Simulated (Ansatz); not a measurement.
**CH4BN (SMILES [BH3-][N+]#C): a chain of runs**

We compute a series of 28 runs (HF/3-21G, MP2/3-21G, revPBE0/3-21G, CCSD/3-21G) of CH4BN. 

Program for the calculation: Ansatz 0.2.0.

## Step 1: The structure to begin with

CH4BN: 7 atoms, total charge 0, spin state singlet. As SMILES, `[BH3-][N+]#C`. The H4–B1 distance was set to 1.072 Å, away from the relaxed value.

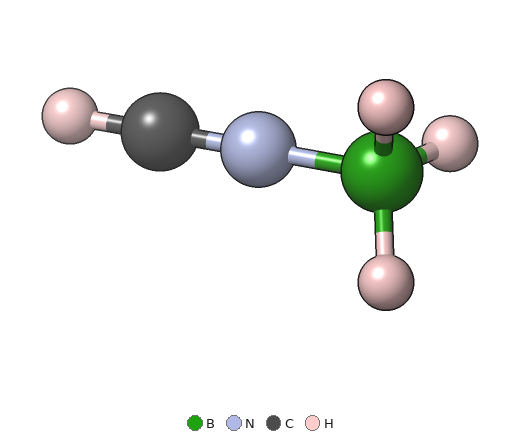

The structure, seen from a chosen angle (boron green, nitrogen light blue, carbon dark grey, hydrogen pink).

## Step 2: Energy and forces at HF/3-21G (run 1)

in.yaml reads:

```yaml
crystal:
  periodic: [false, false, false]
  atoms:
    - symbol: B
      position_ang: [-0.771355, 0.553282, -0.308114]
    - symbol: "N"
      position_ang: [0.251015, -0.383408, 0.101256]
    - symbol: C
      position_ang: [1.066125, -1.124808, 0.426696]
    - symbol: H
      position_ang: [-1.600190, -0.041380, -0.638300]
    - symbol: H
      position_ang: [-0.288935, 1.200312, -1.184574]
    - symbol: H
      position_ang: [-1.023865, 1.200882, 0.659436]
    - symbol: H
      position_ang: [1.814705, -1.801288, 0.723496]
basis:
  gaussian:
    orbitals: 3-21G.json
hamiltonian:
  xc: hf
output: {forces: true}
```

The basis set 3-21G is read from a file made from the Basis Set Exchange's data (not shown).

Command:

```bash
$ ansatz run in.yaml --threads 1 --pin off --max-ram 2610MiB --events-out events.jsonl --progress --plain --runs-dir runs
```

Log:

```text
Warning: RAYON_NUM_THREADS=1 ignored (pool sized by the plan → 1); use --threads N
Functional definition: HF
  name "HF"
  exchange = exact_x
  correlation = 0
463 factors; integrals over basis functions are off by at most 6.9e-4 eV
mean field evaluation 1: about -3224.7119 eV, gradient 2.7e1 eV
mean field evaluation 2: about -3224.7110 eV, gradient 2.7e1 eV
mean field evaluation 4: about -3226.9202 eV, gradient 3.1e0 eV
mean field evaluation 8: about -3226.9566 eV, gradient 1.5e-4 eV
mean field -3226.95659688 eV, -118.5884676255 hartree, gradient 2.3e-5 eV, S^2 0.000000; 0 other end points of the search recorded, 0 dependent functions left out
the calculation of the forces begins
reference -3226.95659688 eV, -118.5884676255 hartree; 11, 11 occupied and 24, 24 virtual orbitals, 463 factors
Total energy: -3226.95659688 eV, -118.5884676255 hartree
Atom 0 at    -0.771355     0.553282    -0.308114 Å, force     0.662027     4.140871     0.264910 eV/Å
Atom 1 at     0.251015    -0.383408     0.101256 Å, force     5.030307    -4.428284     2.003921 eV/Å
Atom 2 at     1.066125    -1.124808     0.426696 Å, force    -2.079418     1.895621    -0.837881 eV/Å
Atom 3 at    -1.600190    -0.041380    -0.638300 Å, force    -3.628897    -2.302345    -1.445471 eV/Å
Atom 4 at    -0.288935     1.200312    -1.184574 Å, force     0.113387     0.369869    -0.316399 eV/Å
Atom 5 at    -1.023865     1.200882     0.659436 Å, force    -0.142492     0.377155     0.307057 eV/Å
Atom 6 at     1.814705    -1.801288     0.723496 Å, force     0.045086    -0.052888     0.023862 eV/Å
Dipole moment:     0.959150    -0.923528     0.382656 e Å
```

Run time: 0.4 s. Hardware: 1 thread of Intel Xeon Platinum 8375C at 2.90GHz (Ice Lake), shared host.

## Step 3: The distorted shape: energy and gradient at HF/3-21G (run 2)

molecule.yaml reads:

```yaml
crystal:
  periodic: [false, false, false]
  atoms:
    - {symbol: B, position_ang: [-0.725283, 0.586337, -0.289760]}
    - {symbol: "N", position_ang: [0.297087, -0.350353, 0.119610]}
    - {symbol: C, position_ang: [1.112197, -1.091753, 0.445050]}
    - {symbol: H, position_ang: [-1.600190, -0.041380, -0.638300]}
    - {symbol: H, position_ang: [-0.242863, 1.233367, -1.166220]}
    - {symbol: H, position_ang: [-0.977793, 1.233937, 0.677790]}
    - {symbol: H, position_ang: [1.860777, -1.768233, 0.741850]}
basis:
  gaussian:
    orbitals: 3-21G.json
hamiltonian:
  xc: hf
output:
  forces: true
```

The basis set 3-21G is read from a file made from the Basis Set Exchange's data (not shown).

Command:

```bash
$ ansatz run molecule.yaml --threads 1 --pin off --max-ram 2610MiB --events-out events.jsonl --progress --plain --runs-dir runs
```

Log:

```text
Warning: RAYON_NUM_THREADS=1 ignored (pool sized by the plan → 1); use --threads N
[... 4 set-up lines as earlier in the session ...]
463 factors; integrals over basis functions are off by at most 6.9e-4 eV
mean field evaluation 1: about -3224.9476 eV, gradient 2.7e1 eV
mean field evaluation 2: about -3224.9459 eV, gradient 2.7e1 eV
mean field evaluation 4: about -3227.1175 eV, gradient 3.1e0 eV
mean field evaluation 8: about -3227.1533 eV, gradient 1.5e-4 eV
mean field -3227.15326986 eV, -118.5956952242 hartree, gradient 1.7e-5 eV, S^2 0.000000; 0 other end points of the search recorded, 0 dependent functions left out
the calculation of the forces begins
reference -3227.15326986 eV, -118.5956952242 hartree; 11, 11 occupied and 24, 24 virtual orbitals, 463 factors
Total energy: -3227.15326986 eV, -118.5956952242 hartree
Atom 0 at    -0.725283     0.586337    -0.289760 Å, force    -1.050797     2.947657    -0.417417 eV/Å
Atom 1 at     0.297087    -0.350353     0.119610 Å, force     4.969163    -4.449154     1.979524 eV/Å
Atom 2 at     1.112197    -1.091753     0.445050 Å, force    -2.076765     1.896714    -0.836840 eV/Å
Atom 3 at    -1.600190    -0.041380    -0.638300 Å, force    -1.794452    -1.043974    -0.714651 eV/Å
Atom 4 at    -0.242863     1.233367    -1.166220 Å, force     0.081042     0.347622    -0.328092 eV/Å
Atom 5 at    -0.977793     1.233937     0.677790 Å, force    -0.173993     0.354957     0.293320 eV/Å
Atom 6 at     1.860777    -1.768233     0.741850 Å, force     0.045802    -0.053822     0.024157 eV/Å
Dipole moment:     0.975535    -0.914596     0.389182 e Å
```

Wall time 0.28 s (1 thread of Intel Xeon Platinum 8375C at 2.90GHz (Ice Lake), shared host).

Runs 3 to 13 aren't shown in full; the table further down has their settings and results.

## Step 4: The distorted shape: a single-point energy at MP2/3-21G (run 14)

run.yaml reads:

```yaml
basis:
  gaussian:
    orbitals: 3-21G.json
crystal:
  periodic: [false, false, false]
  atoms:
    - {symbol: B, position_ang: [-0.403010, 0.817558, -0.161375]}
    - {symbol: N, position_ang: [0.619360, -0.119132, 0.247995]}
    - {symbol: C, position_ang: [1.434470, -0.860532, 0.573435]}
    - {symbol: H, position_ang: [-1.600190, -0.041380, -0.638300]}
    - {symbol: H, position_ang: [0.079410, 1.464588, -1.037835]}
    - {symbol: H, position_ang: [-0.655520, 1.465158, 0.806175]}
    - {symbol: H, position_ang: [2.183050, -1.537012, 0.870235]}
correlation:
  method: mp2
```

The basis set 3-21G is read from a file made from the Basis Set Exchange's data (not shown).

Command:

```bash
$ ansatz run run.yaml --threads 1 --pin off --max-ram 2610MiB --events-out events.jsonl --progress --plain --runs-dir runs
```

Log:

```text
Warning: RAYON_NUM_THREADS=1 ignored (pool sized by the plan → 1); use --threads N
[... 4 set-up lines as earlier in the session ...]
463 factors; integrals over basis functions are off by at most 6.9e-4 eV
mean field evaluation 1: about -3224.3742 eV, gradient 2.6e1 eV
mean field evaluation 2: about -3224.3724 eV, gradient 2.6e1 eV
mean field evaluation 4: about -3226.4294 eV, gradient 3.0e0 eV
mean field evaluation 8: about -3226.4655 eV, gradient 1.5e-4 eV
mean field -3226.46553642 eV, -118.5704214866 hartree, gradient 2.0e-6 eV, S^2 0.000000; 0 other end points of the search recorded, 0 dependent functions left out
3 core orbitals not correlated: weight in the atoms' cores, before any rotation towards them, 1.000 or more for the frozen orbitals, at most 0.000 for the correlated occupied ones
reference -3226.46553642 eV, -118.5704214866 hartree; 8, 8 occupied and 24, 24 virtual orbitals, 463 factors
second order -7.61544622 eV of doubles, -0.00000000 eV of singles
Total energy: -3234.08098264 eV, -118.8502839732 hartree
```

It took 0.3 s on 1 thread of Intel Xeon Platinum 8375C at 2.90GHz (Ice Lake), shared host.

Runs 15 to 27 aren't shown in full; the table further down has their settings and results.

## Step 5: The distorted shape: the energy at CCSD/3-21G (run 28)

run.yaml reads:

```yaml
crystal:
  periodic: [false, false, false]
  atoms:
    - symbol: B
      position_ang: [-0.403010, 0.817558, -0.161375]
    - symbol: "N"
      position_ang: [0.619360, -0.119132, 0.247995]
    - symbol: C
      position_ang: [1.434470, -0.860532, 0.573435]
    - symbol: H
      position_ang: [-1.600190, -0.041380, -0.638300]
    - symbol: H
      position_ang: [0.079410, 1.464588, -1.037835]
    - symbol: H
      position_ang: [-0.655520, 1.465158, 0.806175]
    - symbol: H
      position_ang: [2.183050, -1.537012, 0.870235]
basis:
  gaussian:
    orbitals: 3-21G.json
correlation:
  method: ccsd
```

The basis set 3-21G is read from a file made from the Basis Set Exchange's data (not shown).

Command:

```bash
$ ansatz run run.yaml --threads 1 --pin off --max-ram 2610MiB --events-out events.jsonl --progress --plain --runs-dir runs
```

Log:

```text
Warning: RAYON_NUM_THREADS=1 ignored (pool sized by the plan → 1); use --threads N
[... 4 set-up lines as earlier in the session ...]
463 factors; integrals over basis functions are off by at most 6.9e-4 eV
mean field evaluation 1: about -3224.3742 eV, gradient 2.6e1 eV
mean field evaluation 2: about -3224.3724 eV, gradient 2.6e1 eV
mean field evaluation 4: about -3226.4294 eV, gradient 3.0e0 eV
mean field evaluation 8: about -3226.4655 eV, gradient 1.5e-4 eV
mean field evaluation 16: about -3226.4665 eV, gradient 1.8e-1 eV
mean field -3226.46553642 eV, -118.5704214866 hartree, gradient 2.0e-6 eV, S^2 0.000000; 0 other end points of the search recorded, 0 dependent functions left out
3 core orbitals not correlated: weight in the atoms' cores, before any rotation towards them, 1.000 or more for the frozen orbitals, at most 0.000 for the correlated occupied ones
reference -3226.46553642 eV, -118.5704214866 hartree; 8, 8 occupied and 24, 24 virtual orbitals, 463 factors
second order -7.61544622 eV of doubles, -0.00000000 eV of singles
cycle   1  -7.65585341 eV  change   -4.0e-2 eV  update   9.2e-2
cycle   2  -8.04725920 eV  change   -3.9e-1 eV  update   3.4e-2
cycle   3  -8.16804529 eV  change   -1.2e-1 eV  update   1.7e-2
cycle   4  -8.17551928 eV  change   -7.5e-3 eV  update   4.9e-3
cycle   5  -8.18234426 eV  change   -6.8e-3 eV  update   2.2e-3
cycle   6  -8.18252461 eV  change   -1.8e-4 eV  update   5.6e-4
cycle   7  -8.18243546 eV  change    8.9e-5 eV  update   1.9e-4
cycle   8  -8.18260825 eV  change   -1.7e-4 eV  update   7.4e-5
cycle   9  -8.18257733 eV  change    3.1e-5 eV  update   2.6e-5
cycle  10  -8.18254850 eV  change    2.9e-5 eV  update   1.1e-5
cycle  11  -8.18254543 eV  change    3.1e-6 eV  update   4.4e-6
Total energy: -3234.64808185 eV, -118.8711244847 hartree
```

It took 0.46 s on 1 thread of Intel Xeon Platinum 8375C at 2.90GHz (Ice Lake), shared host.

## Step 6: Overview of the runs

```csv
run,level,task,frozen core orbitals,bond length,energy (Eh),dipole moment (D),largest force (eV/Å),wall time
1,HF/3-21G,gradient,–,1.0722,-118.588468,6.65,6.995,0.4 s
2,HF/3-21G,gradient,–,1.1318,-118.595695,6.69,6.957,0.28 s
3,HF/3-21G,gradient,–,1.1913,-118.598479,6.73,6.915,0.28 s
4,HF/3-21G,energy,–,1.2509,-118.597978,–,–,0.2 s
5,HF/3-21G,gradient,–,1.3105,-118.595064,6.82,6.822,0.28 s
6,HF/3-21G,energy,–,1.4296,-118.584522,–,–,0.2 s
7,HF/3-21G,gradient,–,1.5487,-118.570421,7.06,6.627,0.45 s
8,MP2/3-21G,gradient,3,1.0722,-118.865999,6.10,4.704,0.69 s
9,MP2/3-21G,gradient,3,1.1318,-118.873582,6.13,3.080,0.71 s
10,MP2/3-21G,gradient,3,1.1913,-118.876685,6.16,3.135,0.63 s
11,MP2/3-21G,gradient,3,1.2509,-118.876475,6.19,3.645,0.61 s
12,MP2/3-21G,gradient,3,1.3105,-118.873833,6.23,4.152,0.71 s
13,MP2/3-21G,energy,3,1.4296,-118.863818,–,–,0.24 s
14,MP2/3-21G,energy,3,1.5487,-118.850284,–,–,0.3 s
15,revPBE0/3-21G,gradient,–,1.0722,-119.331446,5.48,4.626,0.73 s
16,revPBE0/3-21G,gradient,–,1.1318,-119.338904,5.51,2.314,0.81 s
17,revPBE0/3-21G,energy,–,1.1913,-119.341968,–,–,0.69 s
18,revPBE0/3-21G,energy,–,1.2509,-119.341784,–,–,0.89 s
19,revPBE0/3-21G,energy,–,1.3105,-119.339212,–,–,0.61 s
20,revPBE0/3-21G,gradient,–,1.4296,-119.329412,5.66,3.613,1.1 s
21,revPBE0/3-21G,energy,–,1.5487,-119.316134,–,–,0.87 s
22,CCSD/3-21G,energy,3,1.0722,-118.883668,–,–,0.51 s
23,CCSD/3-21G,energy,3,1.1318,-118.891473,–,–,0.41 s
24,CCSD/3-21G,gradient,3,1.1913,-118.894834,6.20,3.027,1.3 s
25,CCSD/3-21G,gradient,3,1.2509,-118.894929,6.24,3.527,0.89 s
26,CCSD/3-21G,energy,3,1.3105,-118.892644,–,–,0.36 s
27,CCSD/3-21G,energy,3,1.4296,-118.883518,–,–,0.51 s
28,CCSD/3-21G,energy,3,1.5487,-118.871124,–,–,0.46 s
```

## Step 7: Summary of results

```
                                                            quantity          value
                               distorted shape, run 28: total energy  -118.87112 Eh
distorted shape, run 28: correlation energy (3 core orbitals frozen)     -300.7 mEh
                              distorted shape, run 28: T1 diagnostic          0.013
```

In words: Below the HF energy at the same shape and in the same basis (3-21G): MP2 -279.9 mEh; CCSD -300.7 mEh. All runs together took 16 s, the longest 1.3 s.
